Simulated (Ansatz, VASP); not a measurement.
## NaB2 in two plane-wave programs

Wanted: the spread between two codes on one cell, functional and k mesh. The cell is invented: As first built, before any earlier steps moved the atoms: it takes the AgB2 structure with some of its atoms replaced by other elements, volume scaled by an estimate. It may not be a known or stable phase. The cell comes out of the VASP series on this material, whose earlier steps may have relaxed, scaled or displaced it; both programs get it as it stands.

Method: plane waves, with VASP 6.6.1 beside it; single point at PBEsol, band structure at PBEsol and band structure at r2SCAN, in Ansatz 0.2.0.

**1. Starting point**

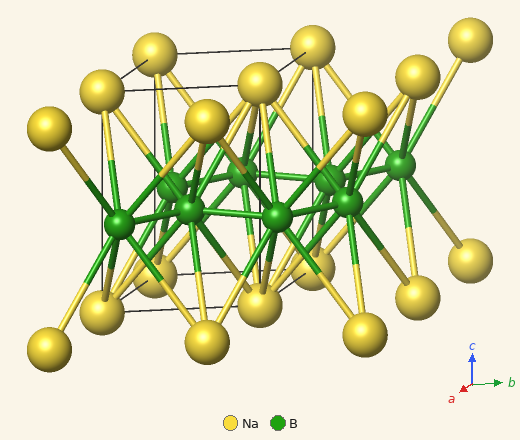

The cell as given, slightly off an axis (sodium yellow, boron green). 2×2×1 cells are drawn. Some periodic images of atoms are drawn too.

As a file:

```cif
data_structure
_symmetry_space_group_name_H-M 'P6/mmm'
_symmetry_Int_Tables_number 191
_cell_length_a 3.0212
_cell_length_b 3.0212
_cell_length_c 4.2797
_cell_angle_alpha 90.000
_cell_angle_beta 90.000
_cell_angle_gamma 120.000
_cell_volume 33.83
loop_
_atom_site_label
_atom_site_type_symbol
_atom_site_symmetry_multiplicity
_atom_site_Wyckoff_symbol
_atom_site_fract_x
_atom_site_fract_y
_atom_site_fract_z
_atom_site_occupancy
Na1 Na 1 a 0.00000 0.00000 0.00000 1
B1 B 2 d 0.33333 0.66667 0.50000 1
```

**2. Ansatz: single point, PBEsol**

Ansatz runs on its default PAW (the set named soft_2) files.

With cell and atoms fixed, the geometry can't cause a difference; cores, projectors, grids and the points listed under the comparison can.

Input file input.yaml:

```yaml
crystal:
  lattice:
    - [3.0212408131, 0.0, 0.0]
    - [-1.5106204065, 2.6164707569, 0.0]
    - [0.0, 0.0, 4.2796505396]
  atoms:
    - { symbol: Na, position: [0.0, 0.0, 0.0] }
    - { symbol: B, position: [0.33333333, 0.66666667, 0.5] }
    - { symbol: B, position: [0.66666667, 0.33333333, 0.5] }
hamiltonian:
  xc: pbesol
  pseudopotentials: { kind: paw }
kpoints:
  mp_grid: { grid: [9, 9, 5] }
scf:
  occupations: { method: gaussian, width: 0.05 }
  n_extra_bands: 4
output:
  forces: true
  stress: true
  eigenvalues: true
```

Run with:

```bash
ansatz run input.yaml --threads 2 --pin off --max-ram 4608MiB --backend cpu --events-out ev --progress --plain --runs-dir out
```

Numbers of over 12 decimals in the logs are rounded to 6 here.

The log of the run:

```text
scf.n_extra_bands = 4 over 8 filled bands (N_el = 15.0): the run solves 12 bands
Engine: ansatz 0.2.0, aarch64-unknown-linux-gnu
Pseudopotentials: kind: paw
Pseudopotential: Na, paw, valence charge 9, recommended cutoff 420 eV (normal), Na.paw.azcp
Pseudopotential: B, paw, valence charge 3, recommended cutoff 420 eV (normal), B.paw.azcp
Functional definition: PBEsol
  exchange = pbesol_x
  correlation = pbesol_c
Crystal: 3 atoms, lattice volume = 33.831 Å³
Basis set: ecut = 420 eV, 651 PW (Γ), exchange–correlation on 48×48×60 points (8 copies of the dense FFT grid, shifted against one another)
Bands: 12, of which v1, the nominal top of the filled ones, is band 8 counted from 1 (7 counted from 0)
Symmetry: 24 space group operations
Space group: P6/mmm (ITA 191), of the structure as read, at distance tolerance 3.2e-5 Å
k-points: 36 of 405
Non-local potential: Na, projectors of the file, l = 0: 3, l = 1: 2, l = 2: 1
Non-local potential: B, projectors of the file, l = 0: 2, l = 1: 2, l = 2: 1
PAW form: soft (Blöchl's): semilocal exchange-correlation on the pseudo side does not see the compensation charge
PAW frozen core: Na, regenerated for the run's functional, and the local potential with it (the file was generated under x = pbe(κ = 0.804, μ = 0.219515), c = pbe(β = 0.066725))
PAW frozen core: B, regenerated for the run's functional, and the local potential with it (the file was generated under x = pbe(κ = 0.804, μ = 0.219515), c = pbe(β = 0.066725))
PAW one-centre angular grid: Na, 110 points (default); XC on 64 Gauss nodes
PAW one-centre angular grid: B, 110 points (default); XC on 64 Gauss nodes
Initial density: superposition of atomic densities (neutral atoms: chi_scale 0, normalization atom), corrected by the library's trained network
Initial wavefunctions: pseudopotential atomic-orbital guess
Functional: x = pbesol(κ = 0.804, μ = 0.123457), c = pbesol(β = 0.046)
SCF iter   1: F=—  HF=-1780.218164 eV  |F-HF|=—  |Δ(HF+E_count)|=         —  Δρ=4.14e-3  dr2=9.38e-3  ethr=1.77e-3  ⟨swp⟩=5.4  Hψ=2270  notcnv=0
preconditioner: auto → none  [insulator: Δε(μ)=0.302 eV  Ē_g=10.788 eV  σ=0.050 eV  W_gap=0.79  n_scr=2 (ndim 8)  ℏωp=16.9 eV  f_vac=0.000  D(μ)=0.48/eV (n_scr^D=2)  ε∞_Penn≈3.5]
SCF iter   2: F=—  HF=-1780.214668 eV  |F-HF|=—  |Δ(HF+E_count)|=   3.50e-3  Δρ=1.09e-3  dr2=2.68e-4  ethr=6.25e-5  ⟨swp⟩=2.3  Hψ=876  notcnv=0  defer=19
SCF iter   3: F=—  HF=-1780.214710 eV  |F-HF|=—  |Δ(HF+E_count)|=   4.22e-5  Δρ=3.61e-4  dr2=2.30e-5  ethr=1.79e-6  ⟨swp⟩=2.5  Hψ=686  notcnv=0  defer=19
SCF iter   4: F=—  HF=-1780.214721 eV  |F-HF|=—  |Δ(HF+E_count)|=   1.10e-5  Δρ=7.87e-5  dr2=9.64e-7  ethr=1.53e-7  ⟨swp⟩=2.0  Hψ=520  notcnv=0  defer=19
iter 5 did not close the SCF: its close was put off for the readings that it lacked (scf_convergence_deferred on its scf_iter line)
SCF iter   5: F=-1780.214722 eV  HF=-1780.214722 eV  |F-HF|=5.07e-9  |Δ(HF+E_count)|=   6.96e-7  Δρ=6.96e-6  dr2=8.16e-9  ethr=6.43e-9  ⟨swp⟩=2.2  Hψ=631  notcnv=0  defer=19
SCF iter   6: F=-1780.214722 eV  HF=-1780.214722 eV  |F-HF|=4.09e-12  |Δ(HF+E_count)|=   5.74e-9  Δρ=5.08e-7  dr2=3.80e-11  ethr=5.44e-11  ⟨swp⟩=3.7  Hψ=1525  notcnv=0
SCF 1 converged in 6 iterations: F = -1780.214722 eV  dr2 = 3.80e-11
  greatest PAW one-centre occupation: 0.999 electrons in one spin orbital (limit 2), on the Na atom at site 0 (counted from 0), in its partial waves of l = 0
SCF converged after 6 iterations
Free energy (F): -1780.214722 eV
Harris-Foulkes:  -1780.214722 eV  (|F-HF|=4.09e-12)
Internal energy: -1780.214121 eV  (E = F + TS)
E sigma→0 (E₀):  -1780.214421 eV
Entropy (-TS):   -0.000601 eV (-0.200 meV/atom)
Fermi energy:    5.748092 eV
--- Per-component energies (eV) ---
  E_band       = -182.292416
  E_kinetic    = 213.325219
  E_local      = -1266.772496  (includes V_loc(G=0)·N_el)
  E_nonlocal   = 141.041138
  E_hartree    = 449.027556
  E_xc         = -100.971997
  E_vxc        = -124.073637  (∫ρ·V_xc dr)
  E_paw        = -404.149063  (= ΣΔE_a)
  E_vpaw       = -43.867611  (= ΣTr[D̂ρ^β])
  E_aug_tail   = -0.000049  (compensation charges beyond the density's cutoff)
  E_ewald      = -811.798543
  E_core_change = 0.084116  (= ΣΔE_core)
  E_smearing   = -0.000601  (= −TS)
  E_closure    = 0.000000  (closes the sum)
  Σ components = -1780.214722   (vs F -1780.214722, Δ=0.00e0)
--- Forces (eV/Å), atoms counted from 1 ---
  atom   1  Na     0.00000000     0.00000000     0.00000000
  atom   2  B      0.00000000    -0.00000000     0.00000000
  atom   3  B     -0.00000000     0.00000000     0.00000000
  max |Σ_I F_I| component: 1.11e-16 eV/Å
--- Stress (GPa, compression-positive) ---
       -0.153926      -0.000000       0.000000
       -0.000000      -0.153926       0.000000
        0.000000       0.000000      -0.019563
  P = ⅓ Tr σ = -0.1091 GPa (-1.091 kbar)
--- Band table (eV; the first three rows and the last of 36) ---
  k-point 0: bands = [... 4 lower, -4.8346, 3.1198, 7.3717, 7.3717, 7.7597, 14.4059, 14.4059, 16.5100]
  k-point 1: bands = [... 4 lower, -4.6999, 2.2752, 7.3912, 7.3912, 9.2155, 14.3913, 14.3913, 16.2751]
  k-point 2: bands = [... 4 lower, -4.4547, 1.2682, 7.4231, 7.4231, 11.9076, 14.3681, 14.3681, 16.0884]
  k-point 35: bands = [... 4 lower, 0.3427, 0.3427, 1.8142, 6.7813, 6.7813, 13.2248, 16.5700, 16.5700]
```

The job ended after 1.1 s (2 threads of Arm Neoverse N1, shared host; peak memory 0.27 GiB).

In the SCF lines HF is the Harris–Foulkes energy and dr2 the Hartree energy of the density residual, in eV; the loop may stop once dr2 is under the threshold and the program's other checks hold. Hψ counts applications of the Hamiltonian.

The run ends at a pressure of -0.11 GPa.

**3. VASP: single point, PBEsol**

The same cell, functional, mesh and smearing now go to VASP, with its own data sets and cutoff.

Lines of VASP's logs that name or quote its potential files are left out, and so is its time.

Input file INCAR:

```
SYSTEM = NaB2
PREC = Accurate
ENCUT = 420
EDIFF = 1E-06
NELM = 100
ISMEAR = 0
SIGMA = 0.05
LREAL = .FALSE.
ALGO = Normal
GGA = PS
NBANDS = 12
LORBIT = 11
LWAVE = .FALSE.
LCHARG = .TRUE.
ISIF = 2
LELF = .TRUE.
LVHAR = .TRUE.
```

Input file POSCAR:

```
NaB2
1.0
    3.0212408131      0.0000000000      0.0000000000
   -1.5106204065      2.6164707569      0.0000000000
    0.0000000000      0.0000000000      4.2796505396
Na B
1 2
Direct
    0.0000000000      0.0000000000      0.0000000000
    0.3333333300      0.6666666700      0.5000000000
    0.6666666700      0.3333333300      0.5000000000
```

Input file KPOINTS:

```
Automatic mesh
0
Gamma
9 9 5
0 0 0
```

The projector-augmented-wave data sets are Na_pv and B (PBE family, release 64).

Run with:

```bash
mpirun -np 1 vasp_std
```

The log of the run:

```text
[banner, memory and clock lines left out]
running    1 mpi-ranks, on    1 nodes
 distrk:  each k-point on    1 cores,    1 groups
 distr:  one band on    1 cores,    1 groups

 POSCAR found type information on POSCAR NaB
 POSCAR found :  2 types and       3 ions
|                                                                             |
|               ----> ADVICE to this user running VASP <----                  |
|                                                                             |
|     You enforced a specific xc type in the INCAR file but a different       |
|     [... a line on the potential file left out ...]
|     I HOPE YOU KNOW WHAT YOU ARE DOING!                                     |
|                                                                             |

 LDA part: xc-table for (Slater+PW92), standard interpolation
 POSCAR, INCAR and KPOINTS ok, starting setup
 FFT: planning ... GRIDC
 FFT: planning ... GRID_SOFT
 FFT: planning ... GRID
 WAVECAR not read
 entering main loop
       N       E                     dE             d eps       ncg     rms          rms(c)
DAV:   1     0.505754855465E+02    0.50575E+02   -0.57674E+03   892   0.934E+02
DAV:   2    -0.131976244133E+02   -0.63773E+02   -0.60416E+02   904   0.240E+02
DAV:   3    -0.159679802620E+02   -0.27704E+01   -0.27101E+01  1108   0.490E+01
DAV:   4    -0.159997700940E+02   -0.31790E-01   -0.31719E-01   976   0.537E+00
DAV:   5    -0.160001059971E+02   -0.33590E-03   -0.33589E-03  1080   0.537E-01    0.524E+00
DAV:   6    -0.146423641015E+02    0.13577E+01   -0.10257E+00  1072   0.890E+00    0.208E+00
DAV:   7    -0.144813053603E+02    0.16106E+00   -0.45218E-01  1100   0.433E+00    0.688E-01
DAV:   8    -0.144788954262E+02    0.24099E-02   -0.21191E-02   944   0.157E+00    0.115E-01
DAV:   9    -0.144785097131E+02    0.38571E-03   -0.65198E-04  1240   0.339E-01    0.428E-02
DAV:  10    -0.144784799479E+02    0.29765E-04   -0.20722E-04  1236   0.225E-01    0.163E-02
DAV:  11    -0.144784803647E+02   -0.41682E-06   -0.15741E-05   996   0.408E-02    0.348E-03
DAV:  12    -0.144784802278E+02    0.13689E-06   -0.54521E-07   624   0.628E-03
   1 F= -.14478480E+02 E0= -.14478180E+02  d E =-.600997E-03
```

OUTCAR, selected parts (step 3):

```text
ion  position               nearest neighbor table
   1  0.000  0.000  0.000-
   2  0.333  0.667  0.500-   3 1.74   3 1.74   3 1.74
   3  0.667  0.333  0.500-   2 1.74   2 1.74   2 1.74

  LATTYP: Found a hexagonal cell.
 ALAT       =     3.0212408131
 C/A-ratio  =     1.4165208285

 Subroutine GETGRP returns: Found 24 space group operations
 (whereof 24 operations were pure point group operations)

The static configuration has the point symmetry D_6h.

 Found     36 irreducible k-points:

   k-points           NKPTS =     36   k-points in BZ     NKDIM =     36   number of bands    NBANDS=     12

   dimension x,y,z NGX =    20 NGY =   20 NGZ =   30
   dimension x,y,z NGXF=    40 NGYF=   40 NGZF=   60

   ENCUT  =  420.0 eV  30.87 Ry    5.56 a.u.   5.05  5.05  7.15*2*pi/ulx,y,z

   NELECT =      13.0000    total number of electrons

 k-points in reciprocal lattice and weights: Automatic mesh
   0.00000000  0.00000000  0.00000000       0.002
   0.11111111 -0.00000000  0.00000000       0.015
   0.22222222 -0.00000000  0.00000000       0.015
   0.33333333 -0.00000000  0.00000000       0.015
   0.44444444 -0.00000000  0.00000000       0.015
   0.11111111  0.11111111  0.00000000       0.015
   0.22222222  0.11111111  0.00000000       0.030
   0.33333333  0.11111111  0.00000000       0.030
   0.44444444  0.11111111  0.00000000       0.015
[...]
0.33333333  0.22222222  0.40000000       0.059
   0.33333333  0.33333333  0.40000000       0.010

 average (electrostatic) potential at core
       1 -45.8605       2 -28.2341       3 -28.2341

 E-fermi :   2.8419

 k-point     1 :       0.0000    0.0000    0.0000
  band No.  band energies     occupation
      1     -20.1725      2.00000
      2     -20.1572      2.00000
      3     -20.1572      2.00000
      4      -7.7389      2.00000
      5       0.2138      2.00000
      6       4.4861      0.00000
      7       4.4861      0.00000
      8       4.8568      0.00000
      9      11.5160      0.00000
     10      11.5160      0.00000
    ...

 k-point     2 :       0.1111   -0.0000    0.0000
  band No.  band energies     occupation
      1     -20.1846      2.00000
      2     -20.1670      2.00000
      3     -20.1629      2.00000
      4      -7.5235      2.00000
      5       0.4271      2.00000
      6       3.5899      0.00000
      7       4.0542      0.00000
      8       5.1125      0.00000
      9      11.4055      0.00000
     10      12.3959      0.00000
    ...

 k-point     3 :       0.2222   -0.0000    0.0000
  band No.  band energies     occupation
    ...
      2     -20.1776      2.00000
      3     -20.1531      2.00000
      4      -6.8850      2.00000
      5       1.0587      2.00000
      6       1.6289      2.00000
      7       3.2120      0.00000
      8       5.8567      0.00000
      9      10.8766      0.00000
     10      10.9561      0.00000
     11      14.1235      0.00000
    ...

  Total       -0.0050176     -0.0050176     -0.0191573     -0.0000000      0.0000000     -0.0000000
  in kB       -0.2376277     -0.2376276     -0.9072661     -0.0000000      0.0000000     -0.0000000
  external PRESSURE =      -0.4608405 kB  Pullay stress =       0.0000000 kB

  energy-cutoff  :      420.00
  volume of cell :       33.83
      direct lattice vectors                 reciprocal lattice vectors
     3.021240813  0.000000000  0.000000000     0.330989836  0.191097110  0.000000000
    -1.510620406  2.616470757  0.000000000     0.000000000  0.382194220  0.000000000
     0.000000000  0.000000000  4.279650540     0.000000000  0.000000000  0.233663938

 POSITION                                       TOTAL-FORCE (eV/Angst)
 -----------------------------------------------------------------------------------
      0.00000      0.00000      0.00000         0.000000      0.000000      0.000000
     -0.00000      1.74431      2.13983        -0.000000     -0.000000     -0.000000
      1.51062      0.87216      2.13983         0.000000     -0.000000      0.000000
 -----------------------------------------------------------------------------------
    total drift:                                0.000000      0.000000     -0.000000

  FREE ENERGIE OF THE ION-ELECTRON SYSTEM (eV)
  ---------------------------------------------------
  free  energy   TOTEN  =       -14.4784802278 eV

  energy  without entropy=      -14.4778792308  energy(sigma->0) =      -14.47817973

 total charge
# of ion       s       p       d       tot
------------------------------------------
    1        0.083   6.018   0.000   6.101
    2        0.728   1.133   0.000   1.861
    3        0.728   1.133   0.000   1.861
--------------------------------------------------
tot          1.539   8.283   0.000   9.822

[... 3 further parts left out ...]
```

The run ends at a pressure of -0.05 GPa.

**4. Comparison**

Known differences besides the PAW data sets themselves: the data sets hold 15 valence electrons in Ansatz (default PAW (the set named soft_2) files) and 13 in VASP; Ansatz makes its cores anew for this functional, VASP keeps those of its PBE data sets; VASP leaves aspherical gradient terms in its spheres out (LASPH is not set), Ansatz keeps them. Total energies have different zeros and are not compared.

The two programs side by side:

| quantity | Ansatz | VASP | difference |
| --- | --- | --- | --- |
| pressure (GPa) | -0.11 | -0.05 | -0.06 |

Ansatz's pressure holds a Pulay correction of 0.13 GPa; VASP's holds none.

**5. Ansatz: band structure, PBEsol**

Levels along a path test the potential and the projectors away from the mesh points.

The cell comes out of the VASP series on this material, whose earlier steps may have relaxed, scaled or displaced it; both programs get it as it stands.

input.yaml, the sections that differ from step 2:

```yaml
kpoints:
  mp_grid: { grid: [9, 9, 5] }
  band_path:
    path:
      - [0.0, 0.0, 0.0]
      - [0.13333, 0.0, 0.0]
      - [0.3, 0.0, 0.0]
      - [0.46667, 0.0, 0.0]
      - [0.46667, 0.06667, 0.0]
      - [0.41111, 0.17778, 0.0]
      - [0.35556, 0.28889, 0.0]
      - [0.28889, 0.28889, 0.0]
      - [0.17778, 0.17778, 0.0]
      - [0.06667, 0.06667, 0.0]
      - [0.0, 0.0, 0.03333]
      - [0.0, 0.0, 0.2]
      - [0.0, 0.0, 0.36667]
      - [0.0, 0.0, 0.5]
      - [0.16667, 0.0, 0.5]
      - [0.3, 0.0, 0.5]
      - [0.46667, 0.0, 0.5]
      - [0.46667, 0.06667, 0.5]
      - [0.41111, 0.17778, 0.5]
      - [0.35556, 0.28889, 0.5]
      - [0.28889, 0.28889, 0.5]
      - [0.17778, 0.17778, 0.5]
      - [0.06667, 0.06667, 0.5]
      - [0.5, 0.0, 0.46667]
      - [0.5, 0.0, 0.3]
      - [0.5, 0.0, 0.13333]
      - [0.33333, 0.33333, 0.0]
      - [0.33333, 0.33333, 0.16667]
      - [0.33333, 0.33333, 0.33333]
      - [0.33333, 0.33333, 0.5]
    npoints: 1
scf:
  occupations: { method: gaussian, width: 0.05 }
  n_extra_bands: 7
output:
  forces: true
  stress: true
  eigenvalues: true
  write_density: true
  write_potential: true
  elf: true
  volumetric_format: npy
# crystal, hamiltonian: as in step 2
```

Run with:

```bash
ansatz run input.yaml --threads 2 --pin off --max-ram 4608MiB --backend cpu --events-out ev --progress --plain --runs-dir out
```

The log of the run:

```text
[...]
Crystal: 3 atoms, lattice volume = 33.831 Å³
Basis set: ecut = 420 eV, 651 PW (Γ), exchange–correlation on 48×48×60 points (8 copies of the dense FFT grid, shifted against one another)
Bands: 15, of which v1, the nominal top of the filled ones, is band 8 counted from 1 (7 counted from 0)
Symmetry: 24 space group operations
[...]
k-points: 36 of 405
[...]
k-point 0: bands = [... 4 lower, -4.8346, 3.1198, 7.3717, 7.3717, 7.7597, 14.4059, 14.4059, 16.5100, ... 3 higher]
  k-point 1: bands = [... 4 lower, -4.6999, 2.2752, 7.3912, 7.3912, 9.2155, 14.3914, 14.3914, 16.2751, ... 3 higher]
  k-point 2: bands = [... 4 lower, -4.4547, 1.2682, 7.4231, 7.4231, 11.9076, 14.3681, 14.3681, 16.0884, ... 3 higher]
  k-point 35: bands = [... 4 lower, 0.3427, 0.3427, 1.8142, 6.7813, 6.7813, 13.2248, 16.5700, 16.5700, ... 3 higher]
[key lines of the parts left out:]
SCF converged after 6 iterations
Free energy (F): -1780.214722 eV
Fermi energy:    5.748095 eV
P = ⅓ Tr σ = -0.1091 GPa (-1.091 kbar)
```

The job ended after 1.8 s (2 threads; peak memory 0.27 GiB).

[end of part 1 of 2]

[Lines on the potential files, build, host, timing and source positions are cut from VASP's logs without a mark.]

[Logs are printed without paths, hosts, clocks, repeated set-up lines and the standing remarks that a program may print on its own settings, such as how far it seeks lower states.]

[Hosts, paths, dates, database ids (printed as entryN), source tags and the programs' standing remarks are cut or masked in the printed files.]
